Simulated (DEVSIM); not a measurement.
Device: abrupt CdTe n-p junction, at 300 K.

```csv
layer (left to right),material,thickness (μm),Nd (cm⁻³),Na (cm⁻³),τn (s),τp (s)
1,CdTe,2.40,3.9e14,-,2.9e-9,2.9e-9
2,CdTe,26.0,-,2.2e14,2.9e-9,2.9e-9
```

Left contact: ohmic. Right contact: ohmic. Voltage is applied to the left contact. Recombination: SRH at mid-gap, radiative. Mobility is constant in doping.

Constants are typed, rounded textbook-type inputs, not results; the design itself was drawn at random and stands for no fabricated device. Values at 300 K.

```tsv
parameter	CdTe
gap (eV)	1.5
affinity (eV)	4.28
permittivity	10.2
Nc (cm⁻³)	8e17
Nv (cm⁻³)	1.8e19
μn (cm²/Vs)	1000
μp (cm²/Vs)	80
B (cm³/s)	1e-10
```

Model (solved in DEVSIM): 1D drift-diffusion, Boltzmann statistics, complete ionisation; no tunnelling, impact ionisation, image-force lowering or self-heating.

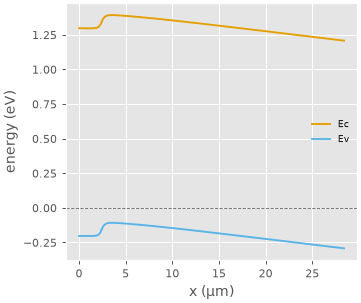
Band edges at -1.1 V on the left contact

Energies count from the Fermi level of the right contact; mesh points crowd at the junctions.

```json
[
 {"x (μm)": "0.000", "Ec (eV)": "1.297", "Ev (eV)": "-0.203", "n (cm⁻³)": "3.9e14", "p (cm⁻³)": "< 1e2", "field (V/cm)": "≈ 0"},
 {"x (μm)": "0.03457", "Ec (eV)": "1.297", "Ev (eV)": "-0.203", "n (cm⁻³)": "3.9e14", "p (cm⁻³)": "2.2e10", "field (V/cm)": "≈ 0"},
 {"x (μm)": "0.1179", "Ec (eV)": "1.297", "Ev (eV)": "-0.203", "n (cm⁻³)": "3.9e14", "p (cm⁻³)": "7.7e10", "field (V/cm)": "≈ 0"},
 {"x (μm)": "0.3187", "Ec (eV)": "1.297", "Ev (eV)": "-0.203", "n (cm⁻³)": "3.9e14", "p (cm⁻³)": "2.1e11", "field (V/cm)": "≈ 0"},
 {"x (μm)": "1.070", "Ec (eV)": "1.297", "Ev (eV)": "-0.203", "n (cm⁻³)": "3.9e14", "p (cm⁻³)": "9.3e11", "field (V/cm)": "≈ 0"},
 {"x (μm)": "1.852", "Ec (eV)": "1.300", "Ev (eV)": "-0.201", "n (cm⁻³)": "3.5e14", "p (cm⁻³)": "3.0e12", "field (V/cm)": "160"},
 {"x (μm)": "2.187", "Ec (eV)": "1.313", "Ev (eV)": "-0.187", "n (cm⁻³)": "2.1e14", "p (cm⁻³)": "7.1e12", "field (V/cm)": "780"},
 {"x (μm)": "2.353", "Ec (eV)": "1.331", "Ev (eV)": "-0.169", "n (cm⁻³)": "1.0e14", "p (cm⁻³)": "1.6e13", "field (V/cm)": "1500"},
 {"x (μm)": "2.395", "Ec (eV)": "1.338", "Ev (eV)": "-0.162", "n (cm⁻³)": "7.6e13", "p (cm⁻³)": "2.2e13", "field (V/cm)": "1800"},
 {"x (μm)": "2.424", "Ec (eV)": "1.343", "Ev (eV)": "-0.157", "n (cm⁻³)": "6.3e13", "p (cm⁻³)": "2.7e13", "field (V/cm)": "1700"},
 {"x (μm)": "2.494", "Ec (eV)": "1.354", "Ev (eV)": "-0.146", "n (cm⁻³)": "4.1e13", "p (cm⁻³)": "4.1e13", "field (V/cm)": "1400"},
 {"x (μm)": "2.760", "Ec (eV)": "1.379", "Ev (eV)": "-0.121", "n (cm⁻³)": "1.5e13", "p (cm⁻³)": "1.2e14", "field (V/cm)": "590"},
 {"x (μm)": "3.317", "Ec (eV)": "1.392", "Ev (eV)": "-0.108", "n (cm⁻³)": "7.3e12", "p (cm⁻³)": "2.1e14", "field (V/cm)": "41"},
 {"x (μm)": "4.682", "Ec (eV)": "1.388", "Ev (eV)": "-0.112", "n (cm⁻³)": "4.5e12", "p (cm⁻³)": "2.2e14", "field (V/cm)": "-49"},
 {"x (μm)": "9.894", "Ec (eV)": "1.355", "Ev (eV)": "-0.145", "n (cm⁻³)": "1.1e12", "p (cm⁻³)": "2.2e14", "field (V/cm)": "-73"},
 {"x (μm)": "19.02", "Ec (eV)": "1.284", "Ev (eV)": "-0.216", "n (cm⁻³)": "1.1e11", "p (cm⁻³)": "2.2e14", "field (V/cm)": "-81"},
 {"x (μm)": "24.59", "Ec (eV)": "1.238", "Ev (eV)": "-0.261", "n (cm⁻³)": "2.9e10", "p (cm⁻³)": "2.2e14", "field (V/cm)": "-81"},
 {"x (μm)": "26.86", "Ec (eV)": "1.220", "Ev (eV)": "-0.280", "n (cm⁻³)": "1.2e10", "p (cm⁻³)": "2.2e14", "field (V/cm)": "-81"},
 {"x (μm)": "27.96", "Ec (eV)": "1.211", "Ev (eV)": "-0.289", "n (cm⁻³)": "3.9e9", "p (cm⁻³)": "2.2e14", "field (V/cm)": "-81"},
 {"x (μm)": "28.24", "Ec (eV)": "1.209", "Ev (eV)": "-0.291", "n (cm⁻³)": "1.5e9", "p (cm⁻³)": "2.2e14", "field (V/cm)": "-81"},
 {"x (μm)": "28.35", "Ec (eV)": "1.208", "Ev (eV)": "-0.292", "n (cm⁻³)": "5.0e8", "p (cm⁻³)": "2.2e14", "field (V/cm)": "-81"},
 {"x (μm)": "28.40", "Ec (eV)": "1.208", "Ev (eV)": "-0.292", "n (cm⁻³)": "< 1e2", "p (cm⁻³)": "2.2e14", "field (V/cm)": "-81"}
]
```
